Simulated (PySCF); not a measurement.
C2H9FSSi2

```tsv
atom	x (Å)	y (Å)	z (Å)
C	-2.7284	0.1725	0.5032
C	-1.6104	0.3266	-0.5230
Si	0.1040	0.1324	0.2419
F	0.2622	-1.3741	0.8104
S	1.5712	0.4300	-1.2854
Si	3.3572	-0.3716	-0.3960
H	-2.6808	-0.8043	0.9782
H	-2.6452	0.9299	1.2789
H	-3.7029	0.2753	0.0300
H	-1.7428	-0.4154	-1.3136
H	-1.6897	1.3022	-1.0035
H	0.3890	0.9436	1.4119
H	4.3268	-0.2167	-1.4656
H	3.1190	-1.7591	-0.0310
H	3.6663	0.4366	0.7775
```

Geometry: GFN2-xTB.

Theory: PBE0/pcSseg-1, SCF density, gas phase, non-relativistic (PySCF 2.14.0).

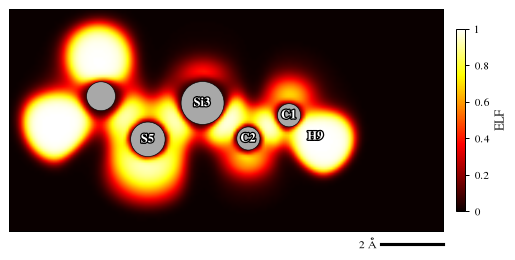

Figure 1. Electron localisation function on the plane of atoms C1, C2 and Si3. Grey discs cover the atomic cores.

**Read the bonding off the picture.**

The section cuts through C, Si, S and H sites.
C–C (1.53 Å): the ELF peaks at about 0.95 between the atoms (a shared electron pair).
C–Si (1.89 Å): the ELF peaks at about 0.95 between the atoms (localised, covalent bonding).
Si–S (2.14 Å): the ELF peaks at about 0.90 between the atoms (a covalent bond).
C–H (1.09 Å): the ELF climbs to about 1 towards the hydrogen, as it does in any bond to H (a covalent bond by its length).
The ELF also peaks beside S5, away from the bonds: lone-pair regions.

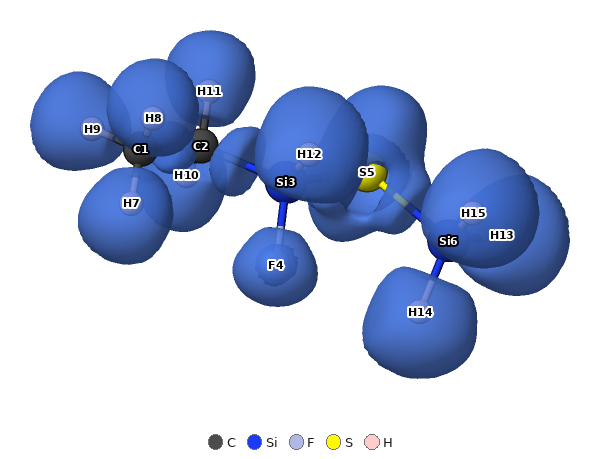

Figure 2. Isosurface of the ELF at 0.75 (blue), seen at an oblique angle. Core shells and regions of very low density are left out.

**What do the ELF domains correspond to?**

At this value the surface marks out one region between bonded C–C atoms (shared pairs), one region between bonded C–Si atoms (shared pairs), nine regions around hydrogen nuclei, one region on S in which the atom's valence shell and bonds are merged and one region wrapped around F (its lone pairs, merged into a ring or cap).


 Si–F (1.62 Å): the ELF peaks at about 0.85 in the valence shell of F, 0.6 Å from its nucleus, and is about 0.50 at the midpoint.

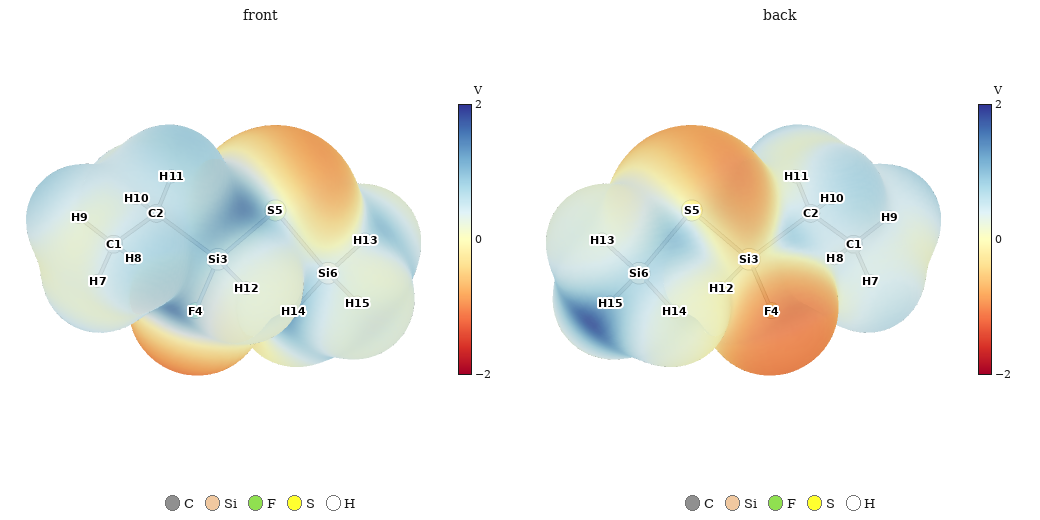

Figure 3. The molecular electrostatic potential painted on the density surface at 0.002 e/bohr³, seen from the front and from behind; red is negative and blue positive.

**Describe the electrostatic potential map.**

The most negative region (about −1.0 V) lies over F4, the most positive (about +1.6 V) over Si6.

**What dipole moment does the calculation give?**

Its dipole moment is 0.93 D.
